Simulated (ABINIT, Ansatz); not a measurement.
# Quasiparticle gap of SnO2 (Cassiterite) in ABINIT, part 2 of 2

How does a plane-wave GW calculation on SnO2 (Cassiterite) run from the first input to the gap?

ABINIT 10.8.3; PBE and many-body steps on it, plane waves. Known limits of the many-body steps: not at the basis limit; no spin-orbit coupling; coarse k mesh.

So far. Step 2 (Ground state): The gap is direct, at Γ. Step 3 (Empty states on the mesh, 4×4×4 mesh, 75 bands): On this mesh the gap is 1.284 eV.

## Step 4: Screening, 4×4×4 mesh, 69 bands, screening to 98 eV

The RPA dielectric matrix is built and inverted for each q.

This step: RPA screening on PBE, plane waves, norm-conserving pseudopotentials.

run.abi

```
acell 3*1.0 Angstrom
rprim 
  4.738000000000 0.000000000000 0.000000000000
  0.000000000000 4.738000000000 0.000000000000
  0.000000000000 0.000000000000 3.186500000000
ntypat 2
znucl 50 8
natom 6
typat 1 1 2 2 2 2
xred 
  0.000000000000 0.000000000000 0.000000000000
  0.500000000000 0.500000000000 0.500000000000
  0.307100000000 0.307100000000 0.000000000000
  0.192900000000 0.807100000000 0.500000000000
  0.692900000000 0.692900000000 0.000000000000
  0.807100000000 0.192900000000 0.500000000000
pp_dirpath "pseudos"
pseudos "Sn.upf, O.upf"
ecut 42
ngkpt 4 4 4
nshiftk 1
shiftk 0 0 0
kptopt 1
chksymbreak 0
istwfk *1
occopt 1
irdwfk 1
optdriver 3
nband 69
ecuteps 3.6
inclvkb 2
awtr 1
symchi 1
indata_prefix "in"
outdata_prefix "out"
tmpdata_prefix "tmp"
```

The run is started by

```bash
> OMP_NUM_THREADS=1 mpirun -n 8 abinit run.abi > log
```

Numbers of over 12 decimals in the logs are rounded to 6 here.

What it wrote:

```text
.Version 10.8.3 of ABINIT. v10.8.2 released Aug 2026.

 Symmetries : space group P4_2/m n m (#136); Bravais tP (primitive tetrag.)
[... echo of the input left out ...]
== DATASET  1 ==================================================================
-   mpi_nproc: 8, omp_nthreads: 1 (-1 if OMP is not activated)

--- !DatasetInfo
iteration_state: {dtset: 1, }
dimensions: {natom: 6, nkpt: 18, mband: 69, nsppol: 1, nspinor: 1, nspden: 1, mpw: 6312, }
cutoff_energies: {ecut:  42.0, pawecutdg:  -1.0, }
electrons: {nelect:   6.80000000E+01, charge:   0.00000000E+00, occopt:   1.00000000E+00, tsmear:   1.00000000E-02, }

 SCREENING: Calculation of the susceptibility and dielectric matrices

 Based on a program developped by R.W. Godby, V. Olevano, G. Onida, and L. Reining.
 Incorporated in ABINIT by V. Olevano, G.-M. Rignanese, and M. Torrent.
.Using double precision arithmetic ; gwpc =  8

[... cell and pseudopotentials left out ...]
--------------------------------------------------------------------------------

 ==== K-mesh for the wavefunctions ====
 Number of points in the irreducible wedge :    18
[... list of points left out ...]
 Together with 16 symmetry operations and time-reversal symmetry
 yields    64 points in the full Brillouin Zone.

 ==== Q-mesh for the screening function ====
 Number of points in the irreducible wedge :    18
[... list of points left out ...]
 Together with 16 symmetry operations and time-reversal symmetry
 yields    64 points in the full Brillouin Zone.

 setmesh: FFT mesh size selected  =    36x   36x   24
          total number of points  =        31104

 vcoul_init : cutoff-mode = AUXILIARY_FUNCTION
 q-points for optical limit:   1
     1)      0.000010    0.000020    0.000030

- screening: taking advantage of time-reversal symmetry
- Maximum band index for partially occupied states nbvw = 34
- Remaining bands to be divided among processors   nbcw = 35
- Number of bands treated by each node ~4

 Number of electrons calculated from density =   68.0000; Expected =   68.0000
 average of density, n =  0.140867
 r_s =    1.1923
 omega_plasma =   36.2043 [eV]

 calculating chi0 at frequencies [eV] :
  1    0.000000E+00    0.000000E+00
  2    0.000000E+00    3.620427E+01

--------------------------------------------------------------------------------
  q-point number  1        q = ( 0.000000, 0.000000, 0.000000) [r.l.u.]
--------------------------------------------------------------------------------
[... chi0 elements left out ...]
 For q-point:  0.000010 0.000020 0.000030
  dielectric constant =   4.5045
  dielectric constant without local fields =   4.6997

  Average fulfillment of the sum rule on Im[epsilon] for q-point    1 :     24.38  [%]
[... wings left out ...]
  q-point number  2        q = ( 0.250000, 0.000000, 0.000000) [r.l.u.]
--------------------------------------------------------------------------------
[... chi0 elements left out ...]
  Average fulfillment of the sum rule on Im[epsilon] for q-point    2 :     37.01  [%]

 [... 16 further q-points ...]
```

The job ended after 54 s (8 MPI ranks of Arm Neoverse V2, shared host; peak memory 3.9 GiB).

This step gave:

```
ε∞ with local fields, on this mesh, along the program's q direction : 4.505
the same without local fields                                       : 4.700
plasma frequency                                                    : 36.20 eV
plane waves in the screening matrix                                 : 161
```

Local fields lower ε∞ by 4 %. On a Γ-centred mesh this coarse the value itself is usually too large, while a short band sum pulls it down.

## Step 5: Self-energy, 4×4×4 mesh, 69 bands, screening to 98 eV

The self-energy is evaluated for the states that the input lists, and the levels follow from it, in one-shot runs by the linearised quasiparticle equation.

This step: G0W0 on PBE, plane waves, norm-conserving pseudopotentials.

Changes to run.abi since step 4:

```diff
@@ -27,8 +27,15 @@
 irdwfk 1
-optdriver 3
+optdriver 4
 nband 69
+gwcalctyp 0
+ecutsigx 42
+symsigma 1
+nkptgw 1
+kptgw 
+  0.0000000000 0.0000000000 0.0000000000
+bdgw 
+  32 36
 ecuteps 3.6
-inclvkb 2
-awtr 1
-symchi 1
+irdscr 1
+ppmodel 1
 indata_prefix "in"
```

What it wrote:

```text
.Version 10.8.3 of ABINIT. v10.8.2 released Aug 2026.

 Symmetries : space group P4_2/m n m (#136); Bravais tP (primitive tetrag.)
[... echo of the input left out ...]
== DATASET  1 ==================================================================
-   mpi_nproc: 8, omp_nthreads: 1 (-1 if OMP is not activated)

--- !DatasetInfo
iteration_state: {dtset: 1, }
dimensions: {natom: 6, nkpt: 18, mband: 69, nsppol: 1, nspinor: 1, nspden: 1, mpw: 6312, }
cutoff_energies: {ecut:  42.0, pawecutdg:  -1.0, }
electrons: {nelect:   6.80000000E+01, charge:   0.00000000E+00, occopt:   1.00000000E+00, tsmear:   1.00000000E-02, }

 SIGMA: Calculation of the GW corrections

 Based on a program developped by R.W. Godby, V. Olevano, G. Onida, and L. Reining.
 Incorporated in ABINIT by V. Olevano, G.-M. Rignanese, and M. Torrent.
.Using double precision arithmetic ; gwpc =  8

[... cell and pseudopotentials left out ...]
--------------------------------------------------------------------------------

 ==== K-mesh for the wavefunctions ====
 Number of points in the irreducible wedge :    18
[... list of points left out ...]
 Together with 16 symmetry operations and time-reversal symmetry
 yields    64 points in the full Brillouin Zone.

 ==== Q-mesh for screening function ====
 Number of points in the irreducible wedge :    18
[... list of points left out ...]
 Together with 16 symmetry operations and time-reversal symmetry
 yields    64 points in the full Brillouin Zone.

 vcoul_init : cutoff-mode = AUXILIARY_FUNCTION
 q-points for optical limit:   1
     1)      0.000010    0.000020    0.000030
 setmesh: FFT mesh size selected  =    54x   54x   36
          total number of points  =       104976

 Number of electrons calculated from density =   68.0000; Expected =   68.0000
 average of density, n =  0.140867
 r_s =    1.1923
 omega_plasma =   36.2043 [eV]

 === KS Band Gaps ===
  >>>> For spin  1
   Minimum direct gap =   1.2836 [eV], located at k-point      :   0.0000  0.0000  0.0000
   Fundamental gap    =   1.2836 [eV], Top of valence bands at :   0.0000  0.0000  0.0000
                                       Bottom of conduction at :   0.0000  0.0000  0.0000
 SIGMA fundamental parameters:
 PLASMON POLE MODEL  1
 number of plane-waves for SigmaX                 6273
 number of plane-waves for SigmaC and W            161
 number of plane-waves for wavefunctions          6273
 number of bands                                    69
 number of independent spin polarizations            1
 number of spinorial components                      1
 number of k-points in IBZ                          18
 number of q-points in IBZ                          18
 number of symmetry operations                      16
 number of k-points in BZ                           64
 number of q-points in BZ                           64
 number of frequencies for dSigma/dE                 9
 frequency step for dSigma/dE [eV]                0.25
 number of omega for Sigma on real axis              0
 max omega for Sigma on real axis  [eV]           0.00
 zcut for avoiding poles [eV]                     0.10

 EPSILON^-1 parameters (SCR file):
 dimension of the eps^-1 matrix on file            161
 dimension of the eps^-1 matrix used               161
 number of plane-waves for wavefunctions          6273
 number of bands                                    69
 number of q-points in IBZ                          18
 number of frequencies                               2
 number of real frequencies                          1
 number of imag frequencies                          1

 matrix elements of self-energy operator (all in [eV])

 Perturbative Calculation

--- !SelfEnergy_ee
iteration_state: {dtset: 1, }
kpoint     : [   0.000,    0.000,    0.000, ]
spin       : 1
KS_gap     :    1.284
QP_gap     :    2.866
Delta_QP_KS:    1.583
data: !SigmaeeData |
     Band     E0 <VxcDFT>   SigX SigC(E0)      Z dSigC/dE  Sig(E)    E-E0       E
       32   6.013 -20.016 -25.535   5.366   0.787  -0.270 -20.136  -0.120   5.893
       33   6.013 -20.016 -25.535   5.366   0.787  -0.270 -20.136  -0.120   5.893
       34   6.777 -20.351 -26.231   5.697   0.786  -0.272 -20.494  -0.144   6.633
       35   8.061 -16.498 -12.586  -2.211   0.846  -0.182 -15.059   1.439   9.500
       36  12.920 -16.302 -10.641  -3.149   0.836  -0.196 -14.202   2.100  15.019

== END DATASET(S) ==============================================================
================================================================================

 -outvars: echo values of variables after computation  --------
           etotal      0.0000000000E+00
            nband          69
             nkpt          18
          spgroup         136
 [... the other variables as echoed above ...]

 Calculation completed.
```

It took 3.9 s on 8 MPI ranks; peak memory 2 GiB.

This step gave:

* G0W0 gap on the points computed: 2.867 eV
* starting gap on the mesh: 1.284 eV
* k of the valence top: 0, 0, 0
* k of the conduction bottom: 0, 0, 0
* Z at the valence top: 0.786
* Z at the conduction bottom: 0.846
* least direct G0W0 gap on the computed points: 2.867 eV

The gap on the mesh goes from 1.28 eV to 2.87 eV, a correction of +1.58 eV.

Limits: finite bands, cutoff and mesh; no spin-orbit coupling; coarse k mesh. v1 is the top filled band, c1 the lowest empty one. The levels before and after the correction (eV, zero at the valence-band top of each column):

```csv
,conduction bottom,valence top
Kohn-Sham,1.28,0.00
G0W0,2.87,0.00
```

|  | level | energy (eV) |
| --- | --- | --- |
| Kohn-Sham | Γ v3-v2 | -0.764 |
| Kohn-Sham | Γ v1 | 0.000 |
| Kohn-Sham | Γ c1 | 1.284 |
| Kohn-Sham | Γ c2 | 6.143 |
| G0W0 | Γ v3-v2 | -0.740 |
| G0W0 | Γ v1 | 0.000 |
| G0W0 | Γ c1 | 2.867 |
| G0W0 | Γ c2 | 8.386 |

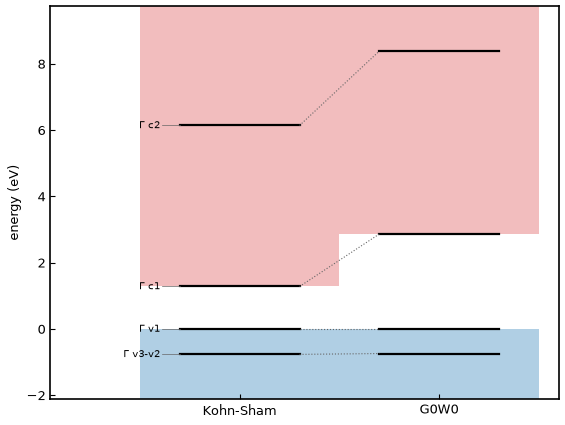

Levels before and after the correction. Shaded: valence and conduction bands.

## Step 6: Where the time went

Times are wall times on 8 MPI ranks of Arm Neoverse V2, shared host, good to a factor of about two.

| step | time | share | memory (GiB) |
| --- | --- | --- | --- |
| ground state | 31 s | 25 % | 0.72 |
| empty states on the mesh | 32 s | 26 % | 0.67 |
| screening | 54 s | 45 % | 3.9 |
| self-energy | 3.9 s | 3 % | 2.0 |

## Step 7: Results

```yaml
pbe_gap: 1.28 eV, direct
g0w0_gap_on_the_mesh: 2.87 eV
gw_settings: 4×4×4 mesh, 69 bands, screening to 98 eV, Godby-Needs plasmon pole
known_limits: not at the basis limit; no spin-orbit coupling; coarse k mesh
```

G0W0 moves the gap on the mesh from 1.28 eV to 2.87 eV (+1.58 eV), with Z of 0.79 and 0.85 at the edges. Local fields lower the RPA ε∞ on this mesh from 4.70 to 4.50; a Γ-centred mesh this coarse tends to raise both, most where the direct gap is narrow, while a short band sum lowers them. Only 1 of the mesh's irreducible points was corrected, so a valley elsewhere could overtake. The dearest step here is «screening». Against experiment, by G0W0@PBE: the gap of 2.87 eV lies −0.73 eV from the measured 3.6 eV (kind not stated, quoted 2022). The calculation has static nuclei and no excitons; a measured gap holds zero-point and thermal motion, which mostly lowers it. Against the values above the computed gap that would widen the miss. An edge that is forbidden or weak in absorption could explain it, and so could too strong a screening: the start's gap is only 1.28 eV, the mesh is coarse, and one shot does not repair that. Bands and cutoff are finite, so the gap is not at the basis limit. The miss can reach some tenths of an eV and take either sign; the mesh is an error of its own. In the G0W0 run levels were corrected at 1 k point alone, so a gap called «on the mesh» is the least over those, and an edge elsewhere would be missed. The 4×4×4 mesh is coarse for this cell, which bears on the long-range parts of exchange and screening. The many-body steps are scalar-relativistic: spin-orbit coupling is not in them.

[Paths, hosts, dates, memory and timing lines, banners, echoed tables and standing remarks are left out of the program output.]

[Logs are printed without paths, hosts, clocks, repeated set-up lines and the standing remarks that a program may print on its own settings, such as how far it seeks lower states.]

[Runs of the session that timed out or met a known fault of the program may be left out.]

[Hosts, paths, dates, database ids (printed as entryN), source tags and the programs' standing remarks are cut or masked in the printed files.]

[G0W0 gaps are taken among the corrected bands and points alone; a level outside them can change the order at an edge.]

[Where Ansatz stands beside ABINIT at settings called matched, ABINIT's density can come from a denser mesh and the files from another edition; pairs whose starting gaps differed by over 0.03 eV were left out, so agreement reads better than it is.]
